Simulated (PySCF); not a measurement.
C₈H₈O, SMILES `Oc1ccc(C=C)cc1`.

Computed with PySCF, BLYP/def2-SVP, geometry: GFN2-xTB. No frequency check shows the geometry to be a minimum.

The calculation's input:

```python
import numpy as np
from pyscf import gto, scf, dft, lo
from pyscf.data.elements import chemcore

def solve(mol, dm0=None, hcore=None):
    mf = (dft.UKS if mol.spin else dft.RKS)(mol, xc='blyp')
    mf.grids.level = 3
    mf = mf.density_fit(auxbasis='def2-universal-jkfit')
    mf.conv_tol, mf.max_cycle = 1e-8, 80
    if hcore is not None:
        mf.get_hcore = lambda *args: hcore
    mf.kernel(dm0)
    if not mf.converged:
        mf = mf.newton().run(mf.mo_coeff, mf.mo_occ, max_cycle=30)
    assert mf.converged, 'SCF not converged'
    return mf

mol = gto.M(atom='''
O     -3.15444     0.17352     0.00210
C     -1.79828     0.07029     0.00092
C     -1.22966    -1.20002     0.00249
C      0.14109    -1.33879     0.00021
C      0.98897    -0.22797    -0.00277
C      2.43013    -0.43899    -0.00501
C      3.37464     0.49455     0.00714
C      0.40240     1.03745    -0.00435
C     -0.96939     1.18689    -0.00246
H     -3.41175     1.10341     0.00150
H     -1.88052    -2.05993     0.00546
H      0.57037    -2.33056     0.00213
H      2.72783    -1.48087    -0.01739
H      3.15535     1.54839     0.02137
H      4.41884     0.23283     0.00451
H      1.02218     1.92034    -0.00803
H     -1.40619     2.17777    -0.00330
''', basis='def2-svp', charge=0, spin=0, verbose=4)
mf = solve(mol)
occ_all = mf.mo_coeff[:, mf.mo_occ > 0]
occ = occ_all[:, chemcore(mol):]
loc = lo.ibo.ibo(mol, occ, iaos=lo.iao.iao(mol, occ_all))
fock, s = mf.get_fock(), mf.get_ovlp()
ortho = lo.orth_ao(mol, 'meta_lowdin')
ortho = lo.vec_lowdin(lo.iao.iao(mol, occ_all), s)
labels = lo.iao.reference_mol(mol).ao_labels(fmt=None)
vir = lo.vvo.livvo(mol, occ_all, mf.mo_coeff[:, mf.mo_occ == 0])
both = np.hstack([loc, vir])
p = (ortho.T @ s @ both) ** 2
pop = np.array([p[[l[0] == a for l in labels]].sum(0) for a in range(mol.natm)])
spd = np.array([[p[[l[0] == a and l[2][-1] == k for l in labels]].sum(0) for k in 'spd'] for a in range(mol.natm)])
eps = np.einsum('pi,pq,qi->i', both, fock, both)
for i in np.argsort(eps):
    top = np.argsort(-pop[:, i])[:3]
    print('%3d %s %9.4f Eh ' % (i + 1, 'occ' if i < loc.shape[1] else 'vir', eps[i]), '  '.join('%s%d %.3f' % (mol.atom_symbol(a), a + 1, pop[a, i]) for a in top))
np.savez('result.npz', c=both, nocc=loc.shape[1], pop=pop, spd=spd, eps=eps, e=mf.e_tot)
```

Run with:

```sh
OMP_NUM_THREADS=1 python input.py
```

The run took 51 s on 1 thread of Arm Neoverse V1, on a shared host, peak memory 0.62 GiB.

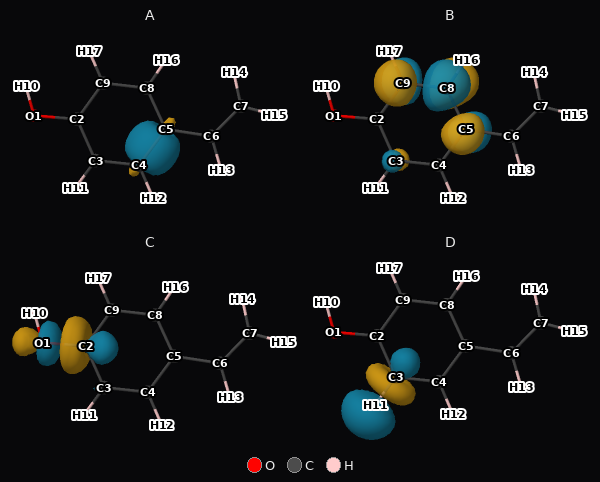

Intrinsic bond orbitals (IBO), occupied and valence-virtual; each surface holds about 80 % of the orbital's density. Energies are diagonal elements of the Fock matrix.

### Identify each orbital.

By panel:
- A: σ bond C4–C5 (C4 50 %, C5 49 %; −14.1 eV)
- B: antibonding multicentre orbital mainly over C8, C9 and C5 (C8 50 %, C9 24 %, C5 20 %; 1.3 eV)
- C: σ* orbital C2–O1, mostly on C2 (C2 62 %, O1 36 %; 8.4 eV)
- D: σ* orbital H11–C3 (H11 57 %, C3 42 %; 9.1 eV)
